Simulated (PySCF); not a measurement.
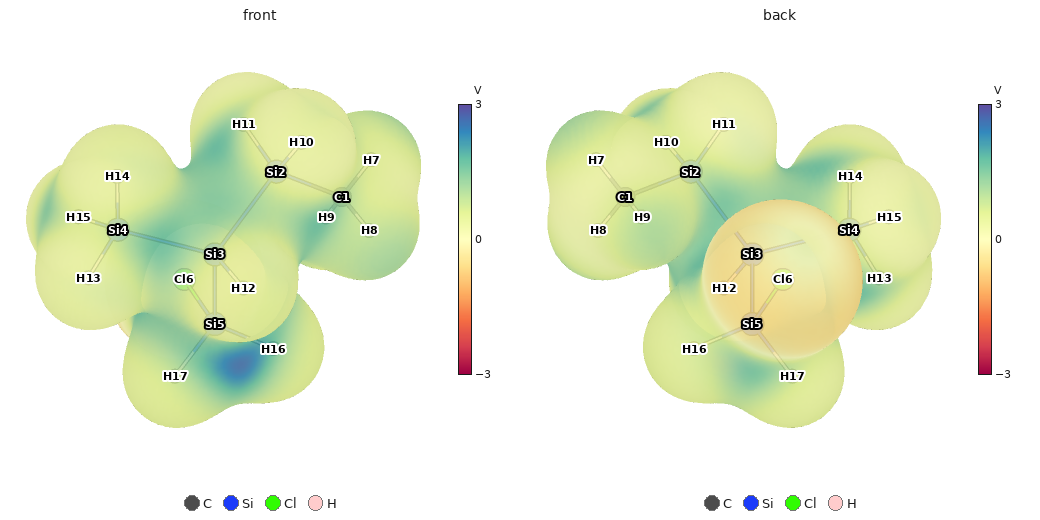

Figure. CH₁₁ClSi₄. The electrostatic potential painted on the density surface at 0.004 e/bohr³, seen from the front and from behind; the colour scale runs from red (negative) to blue (positive).

Geometry: GFN2-xTB.

The calculation used PBE0/pcSseg-1, SCF density, gas phase, non-relativistic (PySCF).

```yaml
atoms:
  - { symbol: C, position_ang: [-2.7148, -0.2967, -0.0707] }
  - { symbol: Si, position_ang: [-1.1274, -1.3196, -0.2856] }
  - { symbol: Si, position_ang: [0.6884, -0.1386, 0.6075] }
  - { symbol: Si, position_ang: [2.7764, -0.8455, -0.1523] }
  - { symbol: Si, position_ang: [0.4001, 2.1631, 0.3880] }
  - { symbol: Cl, position_ang: [0.2066, 2.5339, -1.6133] }
  - { symbol: H, position_ang: [-3.5806, -0.8009, -0.4899] }
  - { symbol: H, position_ang: [-2.9227, -0.1057, 0.9787] }
  - { symbol: H, position_ang: [-2.6242, 0.6653, -0.5676] }
  - { symbol: H, position_ang: [-1.3442, -2.6300, 0.3455] }
  - { symbol: H, position_ang: [-0.9534, -1.5887, -1.7204] }
  - { symbol: H, position_ang: [0.6757, -0.3450, 2.0774] }
  - { symbol: H, position_ang: [3.8746, -0.4829, 0.7477] }
  - { symbol: H, position_ang: [2.8396, -2.3013, -0.3096] }
  - { symbol: H, position_ang: [3.1007, -0.2622, -1.4550] }
  - { symbol: H, position_ang: [-0.8049, 2.7428, 0.9871] }
  - { symbol: H, position_ang: [1.5032, 3.0240, 0.8215] }
```

> Describe the electrostatic potential map.

The most negative region (about −0.6 V, or −14 kcal/mol for a unit charge) lies over Cl6, the most positive (about +2.3 V, or +53 kcal/mol for a unit charge) over Si5.

> How polar is the molecule by this calculation?

Its dipole moment is 1.79 D.
